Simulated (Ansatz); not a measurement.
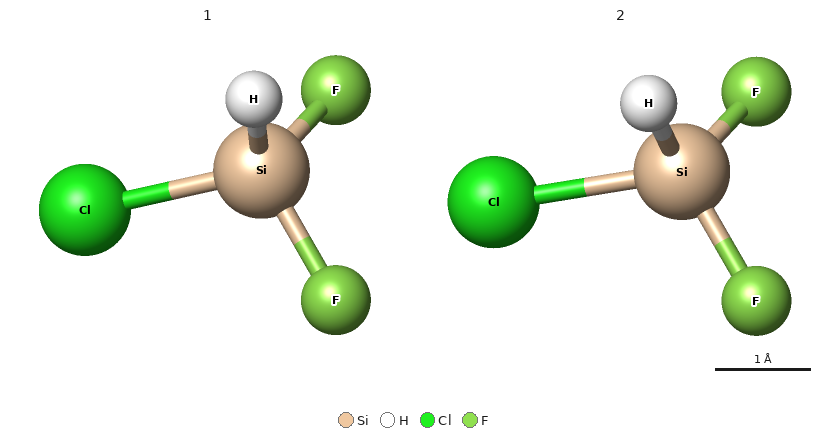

Two geometries of SiHClF$_{2}$, drawn at one scale. One is the start of a relaxation, the other its converged end. Style: ball-and-stick. Shown at a tilt.

Computed with RKS PBE0-D4/6-31G* in Ansatz. Set-up: no spin polarisation; force threshold 0.03 eV/Å; at most 50 steps.

**Which of the two is the end point?**

Structure 1 is the relaxed one. The run prepares an end point of a later path (reaction) calculation, from a guessed geometry. The largest move after the best rigid fit is that of the H atom, 0.21 Å. Largest moves by element: H 0.21 Å, Cl 0.17 Å, F 0.08 Å, Si 0.08 Å. Among the contacts that change: Cl–Si 2.079 → 2.029 Å, H–Si 1.450 → 1.469 Å. Among the angles between lasting bonds that change: H–Si–Cl 93.6° → 110.5°, H–Si–F 115.5° → 110.3°, Cl–Si–F 112.0° → 108.8°. Over 5 accepted moves (6 points after the start) the energy falls by 0.211 eV. Largest force component: 1.5 eV/Å at the start, 0.00096 eV/Å at the end. The line search rejected the trial step at point 5 of the run. Cost: 22 s on 1 thread of Arm Neoverse V1, with other jobs on the host, peak memory 0.13 GiB.
